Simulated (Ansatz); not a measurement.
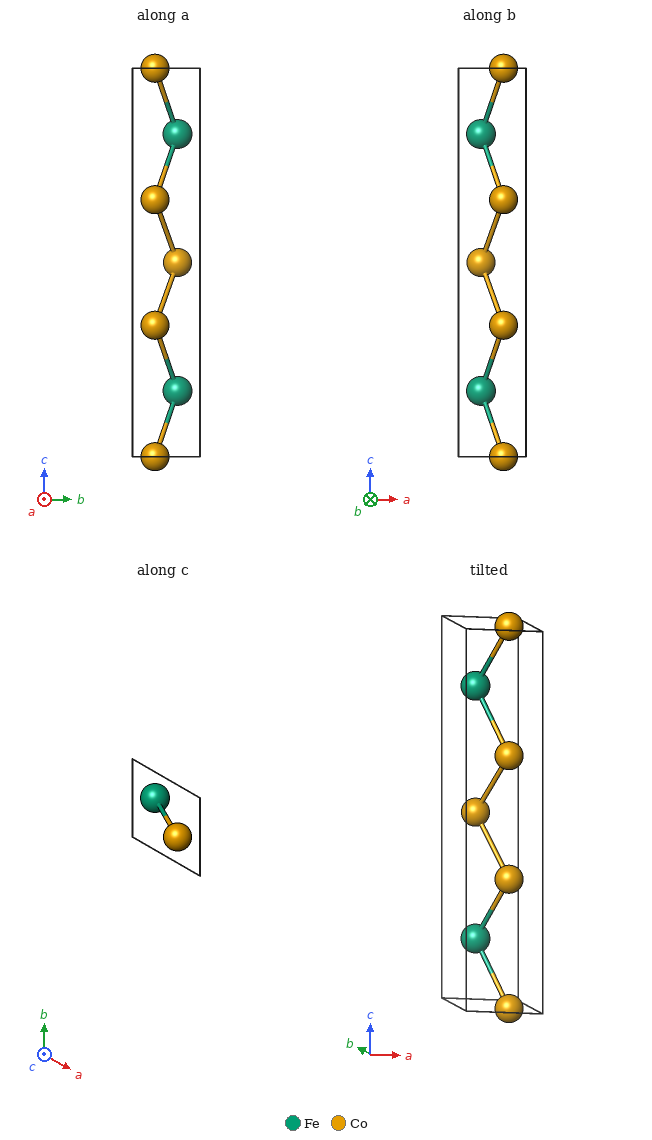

Ball-and-stick drawing of the structure, looking along the a axis, along the b axis, along the c axis and slightly off an axis. One conventional unit cell is framed, with atoms on its boundary repeated.

Lattice parameters: a = 2.4974 Å, b = 2.4974 Å, c = 12.4353 Å, α = 90.000°, β = 90.000°, γ = 120.000°.

Q: Record the structure as a CIF in P1 with every atom of the cell, with free fractional coordinates to two decimals.

A:
```cif
data_structure
_symmetry_space_group_name_H-M 'P 1'
_symmetry_Int_Tables_number 1
_cell_length_a 2.4974
_cell_length_b 2.4974
_cell_length_c 12.4353
_cell_angle_alpha 90.000
_cell_angle_beta 90.000
_cell_angle_gamma 120.000
_cell_volume 67.17
loop_
_atom_site_label
_atom_site_type_symbol
_atom_site_fract_x
_atom_site_fract_y
_atom_site_fract_z
_atom_site_occupancy
Fe1 Fe 0.3333 0.6667 0.83 1
Fe2 Fe 0.3333 0.6667 0.17 1
Co1 Co 0.3333 0.6667 0.50 1
Co2 Co 0.6667 0.3333 0.00 1
Co3 Co 0.6667 0.3333 0.34 1
Co4 Co 0.6667 0.3333 0.66 1
```

The model was built from a structure type filled with these elements by a generator (whether the compound takes this form wasn't checked). Atoms and cell were optimised with DFT PBE, scalar-relativistic, plane waves, PAW in Ansatz.
